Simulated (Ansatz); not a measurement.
System: MnAl2B3.

```
Mn Al B
1.0
     9.74826    0.00000    0.00000
     0.00000    7.67704    0.00000
     0.00000    0.00000    2.97339
Mn Al B
4 8 12
Cartesian
  0.0000 6.5736 0.7433
  4.8741 2.7351 0.7433
  0.0000 1.1034 2.2300
  4.8741 4.9419 2.2300
  1.5741 5.0080 2.2300
  6.4482 1.1695 2.2300
  1.5741 2.6690 0.7433
  6.4482 6.5075 0.7433
  3.3001 1.1695 2.2300
  8.1742 5.0080 2.2300
  3.3001 6.5075 0.7433
  8.1742 2.6690 0.7433
  3.3141 4.2928 0.7433
  8.1882 0.4543 0.7433
  3.3141 3.3842 2.2300
  8.1882 7.2227 2.2300
  0.0000 4.3183 0.7433
  4.8741 0.4798 0.7433
  0.0000 3.3587 2.2300
  4.8741 7.1972 2.2300
  1.5600 7.2227 2.2300
  6.4341 3.3842 2.2300
  1.5600 0.4543 0.7433
  6.4341 4.2928 0.7433
```

Space group Cmcm; a generated structure, not necessarily the stable one; spin-polarised.

Level of theory: Ansatz, DFT PBE, scalar-relativistic, plane waves, PAW.

Q: What can the converged valence pseudo-density, electron localisation function and spin density tell about the bonding?

A: Mn–B (2.20 Å): the density is about 0.46 e/Å³ at the midpoint; the ELF peaks at about 0.60 in the valence shell of B, 0.8 Å from its nucleus, and is about 0.25 at the midpoint.
Al–B (2.21 Å): the density is about 0.4 e/Å³ at the midpoint; the ELF peaks at about 0.80 between the atoms.
Mn–B (2.26 Å): the density is about 0.46 e/Å³ at the midpoint; the ELF peaks at about 0.80 in the valence shell of B, 0.8 Å from its nucleus, and is about 0.40 at the midpoint.
Al–B (2.28 Å): the density is about 0.36 e/Å³ at the midpoint; the ELF peaks at about 0.65 in the valence shell of B, 0.9 Å from its nucleus, and is about 0.60 at the midpoint.
The spin density sits on Mn: +0.9 μB (×4) in one cell of 24 atoms: parallel main moments (a ferromagnetic arrangement) in this solution. The cell of the calculation (12 atoms) carries 2.0 μB of net spin moment.

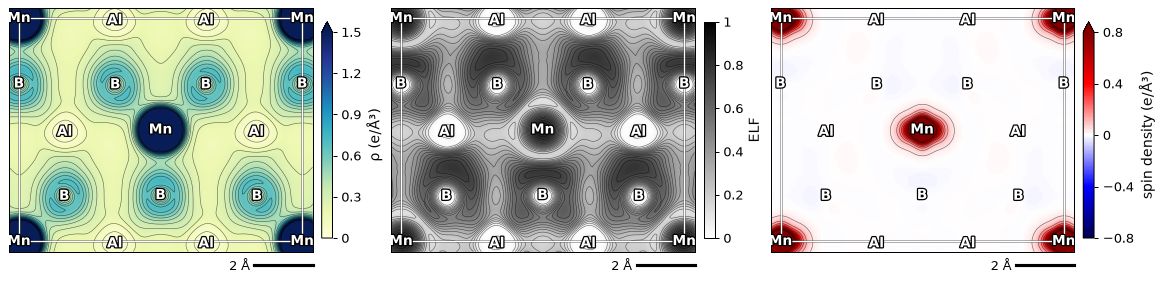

Computed valence pseudo-density, electron localisation function and spin density on the (001) plane of the conventional cell, in this order. 

Core electrons are frozen (PAW), and the valence fields are smoothed inside the atomic spheres.
